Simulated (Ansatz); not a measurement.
Input file:

```
crystal:
  periodic: [false, false, false]
  atoms:
    - { symbol: C, position_ang: [1.9519, 0.2821, -0.6283] }
    - { symbol: C, position_ang: [0.7351, -0.111, -0.1725] }
    - { symbol: Al, position_ang: [-0.4458, -1.7075, 0.3315] }
    - { symbol: Al, position_ang: [-1.0429, 0.3793, 0.5176] }
    - { symbol: O, position_ang: [-2.3955, 1.6008, 0.9387] }
    - { symbol: H, position_ang: [2.0773, 1.4068, -0.7573] }
    - { symbol: H, position_ang: [2.7062, -0.3797, -0.9025] }
    - { symbol: H, position_ang: [-0.5879, -3.2671, 0.4928] }
    - { symbol: H, position_ang: [-2.9098, 1.75, 0.1629] }
basis:
  gaussian: { orbitals: def2-SVP }
hamiltonian:
  xc: b3lyp
relax:
  f_tol: 0.015
  max_steps: 40
output:
  orbitals: {}
```

Run with:

```sh
ansatz run input.yaml --threads 2 --pin off --max-ram 3072MiB --backend cpu --events-out ev --progress --plain --runs-dir out
```

The fields are those of the run's last geometry, not of the input's.

All numbers below come from Ansatz, RKS B3LYP/def2-SVP.

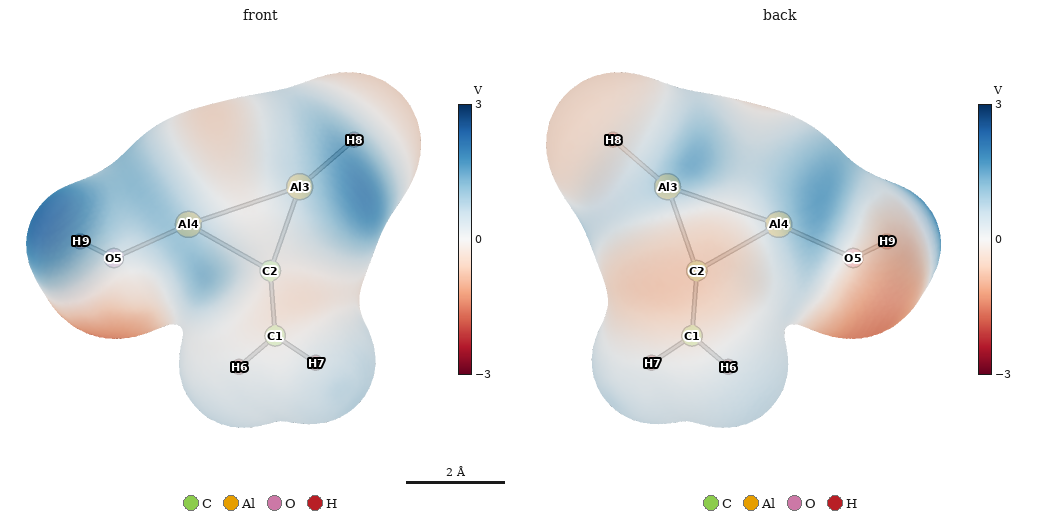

C2H4Al2O (SMILES C=[C]1[AlH][Al]1[OH]). The molecular electrostatic potential painted on the density surface at 0.002 e/bohr³, seen from the front and from behind; the colour scale runs from red (negative) to blue (positive).

**Where is the surface potential most negative and most positive?**

The most negative region (about −1.5 V, or −35 kcal/mol for a unit charge) lies over O5, the most positive (about +2.3 V, or +53 kcal/mol for a unit charge) over H9. O5 is the likeliest acceptor of a hydrogen bond.
